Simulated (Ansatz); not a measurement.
# SnH3F (SMILES [F][SnH3]) at BHLYP/def2-TZVP (core potential)

What is the vertical ionisation energy of SnH3F at BHLYP/def2-TZVP (core potential)? 

The results are computed with Ansatz 0.2.0.

28 further runs of the same task are left out: 28 set aside as unsound or not needed. Runs told in other sessions of the task aren't counted.

### 1 Starting point

The species is SnH3F (5 atoms), meant as a singlet with charge 0. As SMILES, `[F][SnH3]`. The shape is that of a PBE0-D4/def2-TZVP optimisation.

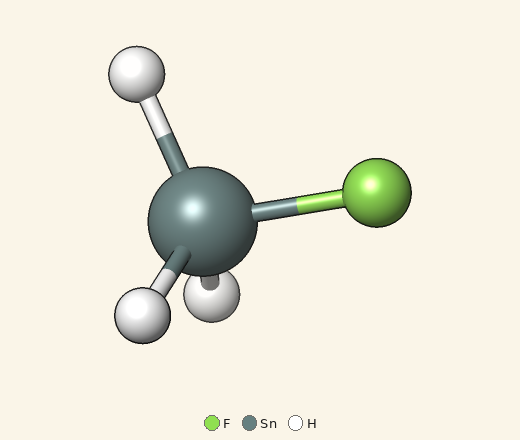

Viewed from a chosen angle; fluorine green, tin teal, hydrogen white.

### 2 The energy at BHLYP/def2-TZVP (core potential)

The input, input.yaml:

```yaml
basis:
  gaussian: {orbitals: def2-TZVP}
crystal:
  periodic: [false, false, false]
  atoms:
    - {symbol: F, position_ang: [-1.285000, 0.718300, 1.005000]}
    - {symbol: Sn, position_ang: [0.100400, -0.065900, -0.079000]}
    - {symbol: H, position_ang: [-0.528400, -0.054800, -1.659100]}
    - {symbol: H, position_ang: [0.318900, -1.626500, 0.560600]}
    - {symbol: H, position_ang: [1.444100, 0.955200, 0.131000]}
hamiltonian: {xc: {name: BHLYP}}
accuracy: high
output: {orbitals: {seedname: orbitals}}
```

On the command line:

```sh
$ ansatz run input.yaml --threads 1 --pin off --max-ram 2610MiB --events-out events.jsonl --progress --plain --runs-dir runs
```

What it wrote:

```text
Warning: RAYON_NUM_THREADS=1 ignored (pool sized by the plan → 1); use --threads N
Functional definition: BHLYP
  name "BHLYP"
  parameter a = 0.5
  exchange = (1 - a)*b88_x + a*exact_x
  correlation = lyp_c
1858 factors; integrals over basis functions are off by at most 4.0e-9 eV
mean field evaluation 1: about -8593.5294 eV, gradient 3.7e1 eV
mean field evaluation 2: about -8591.4917 eV, gradient 5.5e1 eV
mean field evaluation 4: about -8595.5947 eV, gradient 1.1e0 eV
mean field evaluation 8: about -8595.7124 eV, gradient 1.6e-2 eV
mean field evaluation 16: about -8595.7124 eV, gradient 5.9e-6 eV
mean field -8595.71237165 eV, -315.8866032749 hartree, gradient 4.0e-8 eV, S^2 0.000000; 0 other end points of the search recorded, 0 dependent functions left out
reference -8595.71239786 eV, -315.8866042383 hartree; 17, 17 occupied and 82, 82 virtual orbitals, 1858 factors
Total energy: -8595.71239786 eV, -315.8866042383 hartree
```

Wall time 3.3 s (1 thread of AMD EPYC 9R45 (Zen 5), shared host); peak memory 0.29 GiB.

### 3 The doublet cation

The input, run.yaml:

```yaml
crystal:
  periodic: [false, false, false]
  atoms:
    - symbol: F
      position_ang: [-1.285000, 0.718300, 1.005000]
    - symbol: Sn
      position_ang: [0.100400, -0.065900, -0.079000]
    - symbol: H
      position_ang: [-0.528400, -0.054800, -1.659100]
    - symbol: H
      position_ang: [0.318900, -1.626500, 0.560600]
    - symbol: H
      position_ang: [1.444100, 0.955200, 0.131000]
basis:
  gaussian:
    orbitals: def2-TZVP
total_charge: 1
magnetization:
  spin_polarized: true
  initial_magnetization: 1
hamiltonian:
  xc: {name: BHLYP}
accuracy: high
output:
  orbitals: {seedname: orbitals}
```

On the command line:

```sh
$ ansatz run run.yaml --threads 1 --pin off --max-ram 2610MiB --events-out events.jsonl --progress --plain --runs-dir runs
```

What it wrote:

```text
Warning: RAYON_NUM_THREADS=1 ignored (pool sized by the plan → 1); use --threads N
[... 5 set-up lines as earlier in the session ...]
1858 factors; integrals over basis functions are off by at most 4.0e-9 eV
mean field evaluation 1: about -8572.4061 eV, gradient 6.0e1 eV
mean field evaluation 2: about -8476.7651 eV, gradient 1.6e2 eV
mean field evaluation 4: about -8583.5847 eV, gradient 3.2e0 eV
mean field evaluation 8: about -8583.6627 eV, gradient 7.8e-1 eV
mean field evaluation 16: about -8583.6747 eV, gradient 1.8e-2 eV
mean field evaluation 32: about -8583.6749 eV, gradient 1.4e-4 eV
mean field evaluation 64: about -8583.6748 eV, gradient 2.7e-8 eV
mean field -8583.67490543 eV, -315.4442345506 hartree, gradient 2.4e-8 eV, S^2 0.788883; 8 other end points of the search recorded, 0 dependent functions left out
reference -8583.67493111 eV, -315.4442354946 hartree; 17, 16 occupied and 82, 83 virtual orbitals, 1858 factors
Total energy: -8583.67493111 eV, -315.4442354946 hartree
```

Wall time 18 s (1 thread of AMD EPYC 9R45 (Zen 5), shared host); peak memory 0.39 GiB.

### 4 Summary of results

At BHLYP/def2-TZVP (core potential):

| quantity | value |
| --- | --- |
| singlet SnH3F: total energy | -315.88660 Eh |
| singlet SnH3F: HOMO energy | -10.70 eV |
| singlet SnH3F: LUMO energy | -0.14 eV |
| singlet SnH3F: HOMO–LUMO gap | 10.56 eV |
| doublet cation: total energy | -315.44424 Eh |
| doublet cation: HOMO energy (highest over α and β) | -16.89 eV |
| doublet cation: LUMO energy (lowest over α and β) | -13.38 eV |
| doublet cation: ⟨S²⟩ | 0.789 |
| vertical ionisation energy (to the doublet cation) | 12.037 eV |

Removing an electron at fixed nuclei costs 12.04 eV (278 kcal/mol). The negative HOMO energy of the first species, 10.70 eV, lies 1.33 eV below that difference.
